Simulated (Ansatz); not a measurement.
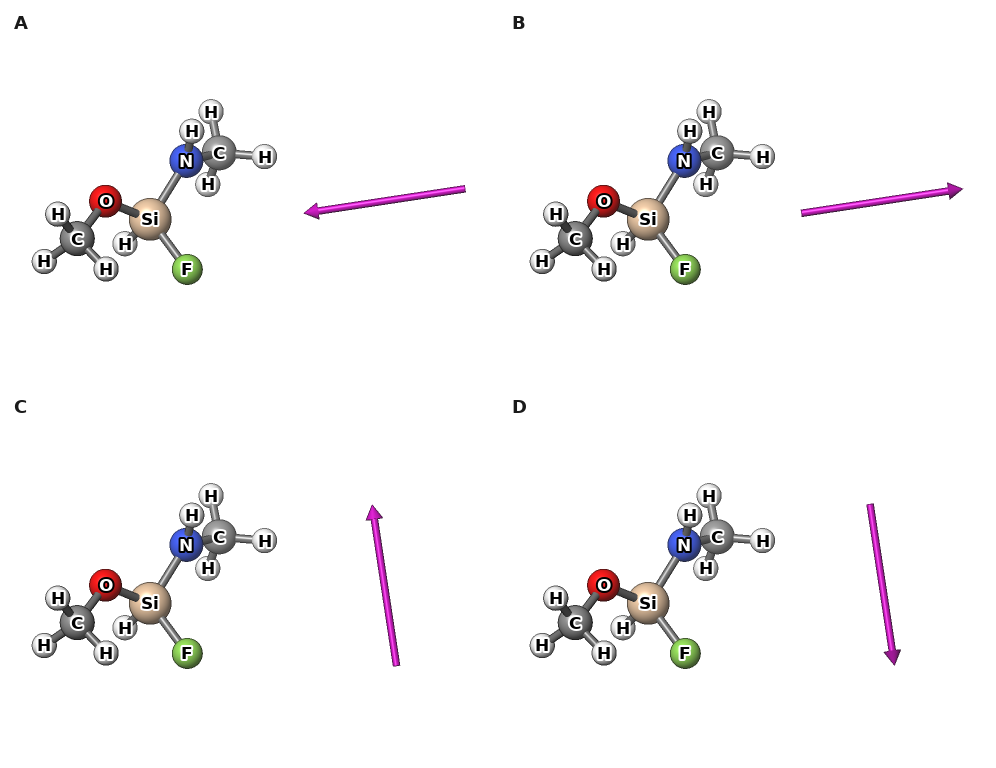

The same molecule four times, each with an arrow. The computed structure is the end point of a PBE0-D4/def2-TZVP optimisation. Level of theory: RKS PBE0-D4/def2-TZVP (Ansatz 0.2.0).

Question: Which arrow points along the dipole moment, from the negative to the positive end?

Answer: C. The dipole moment is 1.01 D.
